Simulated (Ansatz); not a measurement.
Molecular dynamics of CH₆O₃Si (part 3 of 3)

Continued. System: CH₆O₃Si. Method: RKS B3LYP/6-31G (Ansatz 0.2.0). It belongs to a series of runs on one base structure; here: dynamics from the last frame of an earlier run.

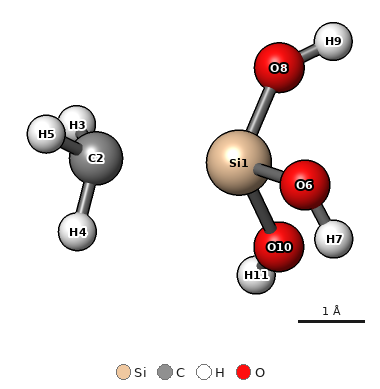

**Figure 1.** The geometry at step 115 of the log (ball-and-stick view, seen at a tilt; atoms are numbered from 1 in the order of the input).

Trajectory as extended XYZ, continued
```
11
Properties=species:S:1:pos:R:3:forces:R:3 step=77 time_fs=38.5 energy=-15151.58000 temperature=1888.8
Si   -0.0322   -0.0817    0.3321    2.0536  -2.2845  -9.9111
C    -0.1985   -0.2265    1.9793    2.7839   0.0026   5.9006
H    -1.1294   -0.4709    2.2957   -3.6267  -0.0903   0.6096
H     0.3413   -0.8997    2.6760    0.6946   0.0536  -1.1975
H     0.0805    0.7535    2.3268   -0.3210   0.8217   0.8769
O     1.3439    0.2249   -0.7372   -1.8848   2.4369   2.2024
H     1.9879   -0.4060   -0.9596    1.4646  -1.8776  -0.4050
O    -1.0887    1.0857   -0.4203    0.0262  -0.6651   1.6636
H    -1.3288    0.6196   -1.2284   -0.4695   0.3345  -1.2469
O    -0.1912   -1.7180   -0.5723   -0.8074   1.4385   1.7367
H    -0.8211   -2.3426   -0.1482    0.0866  -0.1703  -0.2291
11
Properties=species:S:1:pos:R:3:forces:R:3 step=81 time_fs=40.5 energy=-15151.75396 temperature=2152.0
Si   -0.0266   -0.0816    0.3375    1.2672  -1.9572  -8.4887
C    -0.2118   -0.2226    2.0165   -1.6109   0.2556   6.1297
H    -1.2809   -0.4938    2.4176    1.4940   1.1770  -1.2149
H     0.3135   -1.0148    2.5771    0.7337   0.6399  -0.4721
H     0.0800    0.8378    2.3487   -0.5277  -1.5026   0.5668
O     1.3289    0.2817   -0.7511    0.3713  -0.2694   1.4859
H     1.8509   -0.5174   -1.0069   -0.2705   0.3865   0.1192
O    -1.0879    1.0671   -0.4110   -0.8318  -1.3337  -0.1517
H    -1.3234    0.5553   -1.2463   -0.0299   1.2998   0.3553
O    -0.1726   -1.7290   -0.5927   -1.3576   0.9983   2.6066
H    -0.7968   -2.3298   -0.0697    0.7622   0.3059  -0.9360
11
Properties=species:S:1:pos:R:3:forces:R:3 step=85 time_fs=42.5 energy=-15151.27184 temperature=1940.6
Si   -0.0211   -0.0810    0.3355    0.4990  -1.7557  -6.0076
C    -0.2345   -0.2302    2.0809   -2.4316   0.7492   3.5128
H    -1.3998   -0.5312    2.4987    3.0957   1.5317  -1.5571
H     0.3070   -1.0821    2.5003    0.7266   0.6491   0.3089
H     0.0977    0.8745    2.3721   -0.7686  -2.4734   0.6809
O     1.3063    0.3355   -0.7612    1.3944  -2.7314   0.8184
H     1.7005   -0.6040   -1.0431   -0.6835   2.4354   0.4497
O    -1.0929    1.0519   -0.3950   -1.4460  -1.5654  -1.1220
H    -1.3283    0.5222   -1.2523    0.1424   1.7926   1.1174
O    -0.1549   -1.7472   -0.6058   -0.2896   2.2607   2.0105
H    -0.7539   -2.2810   -0.0533   -0.2387  -0.8926  -0.2120
11
Properties=species:S:1:pos:R:3:forces:R:3 step=88 time_fs=44.0 energy=-15151.36258 temperature=1966.9
Si   -0.0218   -0.0712    0.3280    0.1659  -1.9964  -4.0443
C    -0.2549   -0.2390    2.1407   -2.1091   0.5800   1.0456
H    -1.3996   -0.5353    2.5218    2.9208   1.3668  -1.3120
H     0.3256   -1.1075    2.4497    0.6553   0.5630   0.7322
H     0.0735    0.8441    2.4079   -0.5351  -2.0821   0.9331
O     1.2936    0.3656   -0.7635    1.3976  -3.3437   0.4643
H     1.5994   -0.6142   -1.0885   -0.4069   2.8413   0.5656
O    -1.0989    1.0456   -0.3852   -1.7039  -1.2222  -1.1171
H    -1.3299    0.5312   -1.2429    0.0237   1.6939   0.8948
O    -0.1485   -1.7594   -0.6192    0.6571   3.3318   1.1999
H    -0.6957   -2.2953   -0.0637   -1.0654  -1.7326   0.6377
11
Properties=species:S:1:pos:R:3:forces:R:3 step=92 time_fs=46.0 energy=-15152.05125 temperature=2087.4
Si   -0.0230   -0.0568    0.3115   -0.1812  -2.1280  -1.9822
C    -0.2983   -0.2404    2.2206    1.1822  -1.2860  -1.7428
H    -1.3375   -0.4610    2.5059    0.3002   0.2317  -0.2923
H     0.3652   -1.1404    2.4277   -0.5904   1.3941   0.6553
H     0.0380    0.7364    2.5443    0.2205  -0.0630   1.0823
O     1.3035    0.3967   -0.7595    0.6335  -2.3975   0.7283
H     1.5081   -0.5477   -1.1142    0.3937   1.6067   0.0501
O    -1.1156    1.0324   -0.3803   -1.5786  -0.2874  -0.2376
H    -1.3135    0.6547   -1.2709   -0.2208   0.9445  -0.0525
O    -0.1395   -1.7714   -0.6288    0.0122   2.6431   1.9200
H    -0.6533   -2.3689   -0.0572   -0.1712  -0.6583  -0.1287
11
Properties=species:S:1:pos:R:3:forces:R:3 step=96 time_fs=48.0 energy=-15151.89166 temperature=1664.3
Si   -0.0236   -0.0472    0.2880   -0.4663  -2.1153  -0.9063
C    -0.3415   -0.2373    2.2816    5.5025  -1.4910  -4.1808
H    -1.3015   -0.3772    2.4878   -4.3027  -0.9458   0.7973
H     0.3613   -1.1000    2.4477   -0.9491   0.7048   0.7004
H     0.0243    0.6442    2.6772    0.8783   1.8555   1.3126
O     1.3150    0.4277   -0.7600    0.1024  -1.0226   1.2328
H     1.5014   -0.4701   -1.1215    0.8721   0.1079  -0.6130
O    -1.1337    1.0198   -0.3781   -2.0088  -0.0110  -1.7172
H    -1.3194    0.8329   -1.3631    0.3123   0.7867   1.6889
O    -0.1381   -1.7681   -0.6286   -0.7762   1.1541   2.9787
H    -0.6116   -2.4439   -0.0177    0.8355   0.9768  -1.2933
11
Properties=species:S:1:pos:R:3:forces:R:3 step=100 time_fs=50.0 energy=-15152.02069 temperature=1588.4
Si   -0.0279   -0.0378    0.2596   -0.2968  -2.4338  -0.1781
C    -0.3673   -0.2329    2.3175    2.9246   0.0746  -3.1474
H    -1.4043   -0.3186    2.5108   -0.9439  -0.7109   0.1680
H     0.3797   -1.0173    2.5081   -1.0386  -0.5693   0.5182
H     0.0516    0.6095    2.8114    0.1277   1.2573   0.3903
O     1.3179    0.4581   -0.7625   -0.3111   0.4163   1.7948
H     1.5230   -0.3851   -1.1520    1.2197  -1.3282  -1.2363
O    -1.1479    0.9950   -0.3941   -2.5204   0.8053  -2.6767
H    -1.3340    0.9807   -1.4197    0.6404   0.2118   2.7424
O    -0.1462   -1.7695   -0.6183    0.4453   2.8189   1.4608
H    -0.5408   -2.4389   -0.0418   -0.2469  -0.5419   0.1638
11
Properties=species:S:1:pos:R:3:forces:R:3 step=104 time_fs=52.0 energy=-15151.82857 temperature=1428.5
Si   -0.0245   -0.0241    0.2315   -0.4481  -2.8485   0.3998
C    -0.3715   -0.2152    2.3257   -0.9417   2.8305  -1.4930
H    -1.5163   -0.2839    2.5759    2.4671  -0.4936  -0.6714
H     0.3549   -0.9167    2.5757    0.3345  -2.7568   0.5866
H     0.0733    0.5982    2.9562   -0.7988   0.4340  -0.9928
O     1.3091    0.4857   -0.7723    0.7571  -1.7298   0.3036
H     1.6018   -0.3711   -1.2207    0.1818   1.0861   0.2402
O    -1.1640    0.9682   -0.4181   -2.5854   1.3877  -2.0907
H    -1.3627    1.0975   -1.4105    0.6724  -0.2749   2.2277
O    -0.1614   -1.7555   -0.5983    0.8982   3.3952   0.7287
H    -0.4923   -2.4702   -0.0670   -0.5371  -1.0300   0.7613
11
Properties=species:S:1:pos:R:3:forces:R:3 step=108 time_fs=54.0 energy=-15151.45543 temperature=1048.1
Si   -0.0199   -0.0107    0.2020   -0.7562  -2.9565   1.1366
C    -0.3709   -0.1934    2.3225   -1.5371   3.4233  -0.1866
H    -1.5456   -0.2627    2.6204    3.0636  -0.4786  -1.1027
H     0.3415   -0.8812    2.6163    0.5822  -3.2433   0.3740
H     0.0682    0.5690    3.0898   -1.0596   0.2570  -1.9870
O     1.3057    0.5008   -0.7867    1.4253  -2.4790  -0.4189
H     1.6517   -0.3680   -1.2506   -0.3786   2.0093   0.8473
O    -1.1808    0.9425   -0.4435   -1.9603   1.0367   0.5252
H    -1.4048    1.1651   -1.3444    0.1204   0.0817  -0.4229
O    -0.1625   -1.7337   -0.5760   -0.1448   0.6037   1.9590
H    -0.5410   -2.5452   -0.0842    0.6452   1.7458  -0.7242
11
Properties=species:S:1:pos:R:3:forces:R:3 step=112 time_fs=56.0 energy=-15151.33178 temperature=1273.7
Si   -0.0077    0.0007    0.1726   -1.7371  -2.7598   1.7490
C    -0.3685   -0.1746    2.3245    0.4307   1.0355   0.8757
H    -1.5246   -0.2556    2.6499    2.7223  -0.5257  -1.3340
H     0.3763   -0.9441    2.6324   -1.3424  -0.9343  -0.5367
H     0.0413    0.5410    3.1452   -0.7090   0.3976  -2.1027
O     1.3034    0.5052   -0.7995    1.1472  -1.0259   0.0542
H     1.6638   -0.2992   -1.2599    0.2089   0.6567   0.1042
O    -1.1956    0.9336   -0.4683   -0.1307  -0.5346   4.7024
H    -1.4639    1.1867   -1.2777   -1.2538   1.3662  -4.4579
O    -0.1690   -1.7138   -0.5379   -0.4528  -0.4545   1.7382
H    -0.5984   -2.5796   -0.1263    1.1165   2.7787  -0.7924
11
Properties=species:S:1:pos:R:3:forces:R:3 step=115 time_fs=57.5 energy=-15151.86368 temperature=1792.7
Si    0.0033    0.0115    0.1530   -2.1796  -2.7996   1.9113
C    -0.3645   -0.1719    2.3288    2.6001  -0.5848  -0.2362
H    -1.4320   -0.2946    2.5974    0.4609  -0.6074  -0.8419
H     0.3761   -1.0235    2.6169   -1.8951   0.5122  -0.7360
H    -0.0054    0.5367    3.1144   -0.0601   0.7515  -1.3270
O     1.3029    0.5144   -0.8149    0.2971   0.8171   1.0503
H     1.6924   -0.2236   -1.2596    1.1534  -1.1460  -0.9869
O    -1.2051    0.9374   -0.4780   -0.7396   0.1540   2.3397
H    -1.5113    1.2129   -1.3062   -0.4138   0.5601  -1.9618
O    -0.1828   -1.6990   -0.4962    0.5330   1.2821   0.6384
H    -0.6066   -2.5300   -0.1769    0.2436   1.0608   0.1503
11
Properties=species:S:1:pos:R:3:forces:R:3 step=119 time_fs=59.5 energy=-15151.84018 temperature=1810.3
Si    0.0143    0.0179    0.1279   -1.7401  -2.7635   1.9639
C    -0.3447   -0.1645    2.3297    4.4993  -1.8402  -2.8757
H    -1.3252   -0.3837    2.4747   -3.3138  -0.8655  -0.2019
H     0.3024   -1.0797    2.5769   -0.9547   1.0184  -0.4224
H    -0.0890    0.5517    3.0532    0.7684   1.8091   0.3775
O     1.3105    0.5345   -0.8363   -0.6315   1.6767   1.6280
H     1.7838   -0.1309   -1.2695    1.7843  -1.9362  -1.4276
O    -1.2174    0.9325   -0.4735   -2.4146   1.7828  -1.7431
H    -1.5533    1.2681   -1.3738    1.2035  -0.9549   2.0958
O    -0.1945   -1.6755   -0.4466    2.6136   4.9544  -0.7783
H    -0.6027   -2.4462   -0.2019   -1.8145  -2.8811   1.3840
11
Properties=species:S:1:pos:R:3:forces:R:3 step=123 time_fs=61.5 energy=-15152.23590 temperature=1855.4
Si    0.0210    0.0115    0.1062   -1.3673  -1.8574   2.1705
C    -0.3151   -0.1503    2.3160    0.1849  -2.0761  -4.1792
H    -1.3269   -0.5048    2.3577   -1.1282   0.4407  -0.3185
H     0.1988   -1.0615    2.5498    1.1484  -0.4014   0.2572
H    -0.1453    0.5963    3.0018    0.6566   2.1708   1.1495
O     1.3200    0.5457   -0.8598    1.1177  -0.6653  -0.0216
H     1.9117   -0.1254   -1.2826   -0.3585   0.5265   0.3803
O    -1.2262    0.9342   -0.4656   -1.9090   1.3935  -0.9867
H    -1.5783    1.2782   -1.3308    0.9591  -0.6794   1.3041
O    -0.1934   -1.6414   -0.4026    1.4207   1.8403  -0.2748
H    -0.6629   -2.4384   -0.2305   -0.7244  -0.6922   0.5192
11
Properties=species:S:1:pos:R:3:forces:R:3 step=127 time_fs=63.5 energy=-15152.06967 temperature=1443.3
Si    0.0268   -0.0030    0.0918   -1.3341   0.4443   2.3896
C    -0.2869   -0.1314    2.2907   -2.3378  -0.6907  -2.8685
H    -1.3830   -0.5634    2.2865    1.4136   1.6806  -0.1482
H     0.1644   -1.0458    2.5768    1.6617  -0.6969   0.4796
H    -0.1515    0.7035    2.9864    0.0299  -0.0956  -0.5283
O     1.3317    0.5570   -0.8863    1.6849  -1.7074  -0.3466
H     1.9748   -0.1485   -1.2731   -1.3250   1.5015   0.9005
O    -1.2398    0.9448   -0.4596    0.3830  -0.4545   2.6157
H    -1.6273    1.2347   -1.2435   -0.6368   0.6858  -2.1505
O    -0.1732   -1.6020   -0.3547   -1.0240  -3.2094  -0.2642
H    -0.7641   -2.4326   -0.2478    1.4846   2.5423  -0.0792
11
Properties=species:S:1:pos:R:3:forces:R:3 step=131 time_fs=65.5 energy=-15151.93567 temperature=1148.7
Si    0.0357   -0.0101    0.0785   -1.1759   2.8575   2.5896
C    -0.2714   -0.1190    2.2559   -1.5940  -0.1504  -1.2745
H    -1.3574   -0.5663    2.2306    1.3326   1.5938  -0.0709
H     0.2039   -1.0462    2.6070    0.9944   0.6177   0.0861
H    -0.1933    0.8018    2.9778   -0.0221  -1.8254  -1.7167
O     1.3417    0.5632   -0.9108    1.4943  -1.8230  -0.0612
H     1.9955   -0.1605   -1.2428   -1.2740   1.5439   0.7166
O    -1.2432    0.9562   -0.4537    0.3640  -0.3198   1.8013
H    -1.7285    1.2254   -1.2094   -0.2499   0.2737  -1.1996
O    -0.1537   -1.5610   -0.3219   -1.7951  -5.4205  -0.8617
H    -0.8015   -2.3650   -0.2817    1.9257   2.6524  -0.0089
11
Properties=species:S:1:pos:R:3:forces:R:3 step=135 time_fs=67.5 energy=-15152.07373 temperature=1183.9
Si    0.0438   -0.0084    0.0630   -1.0414   4.9055   2.8007
C    -0.2785   -0.0995    2.2229    1.3270  -0.1632  -0.4936
H    -1.2683   -0.5338    2.2219   -0.9392   0.3562  -0.2513
H     0.2952   -1.0133    2.6202    0.0499   1.6879  -0.4308
H    -0.2695    0.8265    2.9405    0.3458  -1.6988  -1.7164
O     1.3644    0.5722   -0.9235    0.2782  -1.1022   0.6892
H     1.9754   -0.1654   -1.1817   -0.1377   0.6223   0.0290
O    -1.2435    0.9714   -0.4510   -0.5493   0.1178   0.2762
H    -1.8274    1.2564   -1.1760    0.8720  -0.3491   0.3313
O    -0.1444   -1.5296   -0.3032   -0.1975  -4.2794  -1.2432
H    -0.8008   -2.2219   -0.3272   -0.0079  -0.0970   0.0089
11
Properties=species:S:1:pos:R:3:forces:R:3 step=138 time_fs=69.0 energy=-15151.86723 temperature=907.5
Si    0.0524   -0.0076    0.0559   -1.3445   5.5918   2.8313
C    -0.2792   -0.0818    2.1962    3.1192   0.2452  -0.1786
H    -1.2382   -0.4877    2.2376   -2.2100  -0.5907  -0.3302
H     0.3676   -0.9744    2.6013   -0.6182   1.9909  -0.5881
H    -0.2999    0.8449    2.9108    0.6188  -1.5504  -1.7151
O     1.3782    0.5800   -0.9257   -0.7836  -0.1893   1.1843
H     1.9614   -0.1594   -1.1164    1.0029  -0.4601  -0.4994
O    -1.2470    0.9839   -0.4472   -0.0461  -0.2323   0.6214
H    -1.8516    1.2538   -1.1494    0.6122  -0.2208  -0.0243
O    -0.1427   -1.5277   -0.3010    2.8157  -1.4939  -0.9586
H    -0.8199   -2.1067   -0.3624   -3.1664  -3.0902  -0.3426
11
Properties=species:S:1:pos:R:3:forces:R:3 step=142 time_fs=71.0 energy=-15152.15874 temperature=1266.5
Si    0.0634    0.0021    0.0467   -1.5870   5.6591   2.8887
C    -0.2713   -0.0610    2.1560    3.1999   0.0223  -0.6116
H    -1.2384   -0.4496    2.2268   -1.9348  -0.8226  -0.3024
H     0.4281   -0.8839    2.5779   -0.8577   1.4763  -0.5907
H    -0.2859    0.8445    2.8281    0.5928  -0.5959  -1.1346
O     1.3887    0.6059   -0.9233   -0.1420  -1.0139   0.9772
H     1.9903   -0.1566   -1.0698    0.4661   0.3272  -0.3811
O    -1.2543    0.9945   -0.4414    1.1290  -0.7763   1.7073
H    -1.8546    1.2114   -1.1285   -0.4203   0.1978  -1.2010
O    -0.1338   -1.5302   -0.3116    2.0043  -2.4617  -1.0072
H    -0.9172   -1.9921   -0.3937   -2.4504  -2.0122  -0.3446
11
Properties=species:S:1:pos:R:3:forces:R:3 step=146 time_fs=73.0 energy=-15152.33570 temperature=1356.4
Si    0.0723    0.0104    0.0368   -1.3232   5.4656   2.8130
C    -0.2455   -0.0308    2.1182    1.0156  -2.4904  -2.4021
H    -1.2437   -0.4746    2.2059   -0.0815  -0.0568  -0.3613
H     0.4594   -0.7811    2.5533   -0.2872   0.5469  -0.3288
H    -0.2609    0.8222    2.7106    0.3478   2.0915   0.6430
O     1.4084    0.6356   -0.9259    0.5337  -2.1125   0.8252
H     2.0331   -0.1555   -1.0606   -0.3997   1.3608  -0.1788
O    -1.2565    1.0035   -0.4350    0.5774  -0.5584   1.0690
H    -1.8414    1.1499   -1.1714    0.0275   0.0354  -0.7134
O    -0.1131   -1.5414   -0.3196   -3.0913  -4.8900  -1.5728
H    -1.0721   -1.9280   -0.4171    2.6811   0.6078   0.2071
11
Properties=species:S:1:pos:R:3:forces:R:3 step=150 time_fs=75.0 energy=-15152.27447 temperature=1557.3
Si    0.0759    0.0182    0.0354   -0.5384   5.1148   2.4118
C    -0.2210   -0.0065    2.0707    0.1177  -1.7180  -2.2978
H    -1.2241   -0.4575    2.1969    0.3136   0.0163  -0.3533
H     0.4922   -0.6510    2.5681    0.3719  -0.4372  -0.0846
H    -0.2415    0.8781    2.6073    0.0992   2.3679   0.6107
O     1.4411    0.6519   -0.9253   -0.5258  -1.4653   1.2062
H     2.0658   -0.1102   -1.0337    0.1994   0.5802  -0.3168
O    -1.2554    1.0236   -0.4326   -0.5133  -0.4970  -0.5189
H    -1.8139    1.0343   -1.2518    0.9679   0.0308   0.7113
O    -0.0904   -1.5530   -0.3231   -4.5635  -4.5600  -1.6497
H    -1.1549   -1.8462   -0.4149    4.0713   0.5676   0.2812
```

This output came from the following input.

Input
```yaml
crystal:
  periodic: [false, false, false]
  atoms:
    - { symbol: Si, position_ang: [-0.059432, -0.142098, 0.147715] }
    - { symbol: C, position_ang: [-0.177203, -0.085587, 2.06503] }
    - { symbol: H, position_ang: [-1.199127, -0.174524, 2.380568] }
    - { symbol: H, position_ang: [0.458279, -0.785721, 2.509232] }
    - { symbol: H, position_ang: [0.148988, 0.881749, 2.376169] }
    - { symbol: O, position_ang: [1.385225, 0.052471, -0.808415] }
    - { symbol: H, position_ang: [2.035425, -0.690457, -0.717618] }
    - { symbol: O, position_ang: [-1.054841, 1.180948, -0.248396] }
    - { symbol: H, position_ang: [-1.057107, 1.578085, -1.191493] }
    - { symbol: O, position_ang: [-0.496926, -1.741048, -0.120277] }
    - { symbol: H, position_ang: [-1.256473, -2.081432, 0.403014] }
basis:
  gaussian: { orbitals: "6-31G" }
hamiltonian:
  xc: b3lyp
md:
  timestep: 0.5
  n_steps: 150
  ensemble: nvt_langevin
  temperature: 2000.0
  initial_velocities: maxwell_boltzmann
  seed: 597087
  friction: 0.05
```

Command:
```bash
ansatz run input.yaml --threads 1 --pin off --max-ram 2048MiB --backend cpu --events-out ev --progress --plain --runs-dir out
```

Summary

```json
{"quantity": "outcome", "value": "finished"}
{"quantity": "mean temperature over the second half", "value": "1575 K"}
{"quantity": "trajectory", "value": "150 steps, 75 fs"}
{"quantity": "ensemble", "value": "nvt_langevin"}
{"quantity": "temperature in the input", "value": "2000.0 K"}
{"quantity": "time step", "value": "0.5 fs"}
{"quantity": "potential energy (last step)", "value": "−15152.2747 eV"}
{"quantity": "mean-field energy (last step)", "value": "−15152.2747 eV"}
{"quantity": "largest force (length of the vector) (last step)", "value": "6.659 eV/Å"}
{"quantity": "hardware", "value": "1 thread of Arm Neoverse V1, 24 GiB of memory available, shared host"}
{"quantity": "wall time", "value": "8.6 min"}
{"quantity": "peak memory", "value": "0.13 GiB"}
```

So short a trajectory is not equilibrated. The logged temperature at the start can lie below the typed one, since it is counted over all degrees of freedom.
